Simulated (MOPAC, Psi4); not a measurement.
Interaction energy of C2H6O ··· CHN (SMILES COC and C#N). Monomers: optimised at B3LYP-D3(BJ) (def2-TZVP), held rigid. Orientation: lowest of the rigid-body minima from ten starts at GFN2-xTB. Only R, the distance of the centres of mass, is varied, so the lowest point isn't the relaxed dimer.

Geometry at R = 4.25 Å (first 9 atoms: monomer A):
```
12

C      1.1572     0.0392     0.1856
O      0.1060     0.5844    -0.5786
C     -1.1454     0.0258    -0.2499
H      1.0090     0.2195     1.2588
H      2.0785     0.5250    -0.1322
H      1.2498    -1.0435     0.0264
H     -1.4019     0.2066     0.8026
H     -1.8922     0.5009    -0.8842
H     -1.1609    -1.0578    -0.4284
C      0.5386     3.3283    -2.1176
N      0.7112     4.3419    -2.6241
H      0.3778     2.3850    -1.6462
```

PM3, restricted, heats of formation (MOPAC); BLYP-D3(BJ)/def2-TZVP, counterpoise-corrected (Psi4); PBE-D3(BJ)/def2-TZVP, counterpoise-corrected (Psi4); SCS-MP2/aug-cc-pVDZ = DF-SCS-MP2/aug-cc-pVDZ, frozen core, counterpoise-corrected run with Psi4; MP2/aug-cc-pVDZ = DF-MP2/aug-cc-pVDZ, frozen core, counterpoise-corrected in Psi4.

Interaction energies in kJ/mol (negative: bound); R is the distance of the centres of mass, d the O2···H12 distance.

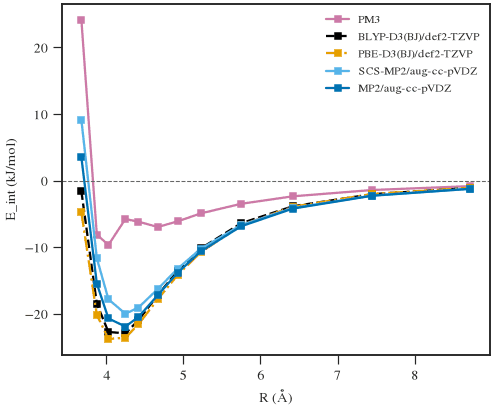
Figure. Interaction energy against separation.

| R / Å | d / Å | PM3 | BLYP-D3(BJ)/def2-TZVP | PBE-D3(BJ)/def2-TZVP | SCS-MP2/aug-cc-pVDZ | MP2/aug-cc-pVDZ |
|---|---|---|---|---|---|---|
| 3.68 | 1.54 | 24.12 | -1.64 | -4.77 | 9.08 | 3.47 |
| 3.88 | 1.74 | -8.12 | -18.50 | -20.15 | -11.64 | -15.48 |
| 4.03 | 1.89 | -9.66 | -22.74 | -23.79 | -17.82 | -20.71 |
| 4.25 | 2.11 | -5.78 | -22.95 | -23.61 | -20.00 | -21.92 |
| 4.42 | 2.28 | -6.18 | -20.97 | -21.57 | -19.07 | -20.49 |
| 4.67 | 2.53 | -6.97 | -17.20 | -17.82 | -16.28 | -17.21 |
| 4.93 | 2.79 | -6.11 | -13.53 | -14.15 | -13.21 | -13.82 |
| 5.23 | 3.09 | -4.92 | -10.17 | -10.73 | -10.23 | -10.62 |
| 5.75 | 3.61 | -3.49 | -6.41 | -6.73 | -6.67 | -6.87 |
| 6.42 | 4.28 | -2.37 | -3.86 | -3.93 | -4.12 | -4.21 |
| 7.45 | 5.31 | -1.42 | -2.04 | -2.02 | -2.25 | -2.27 |
| 8.72 | 6.58 | -0.83 | -1.10 | -1.08 | -1.23 | -1.24 |

Lowest grid point: PM3 -9.66 kJ/mol at R = 4.03 Å; BLYP-D3(BJ)/def2-TZVP -22.95 kJ/mol at R = 4.25 Å; PBE-D3(BJ)/def2-TZVP -23.79 kJ/mol at R = 4.03 Å; SCS-MP2/aug-cc-pVDZ -20.00 kJ/mol at R = 4.25 Å; MP2/aug-cc-pVDZ -21.92 kJ/mol at R = 4.25 Å.
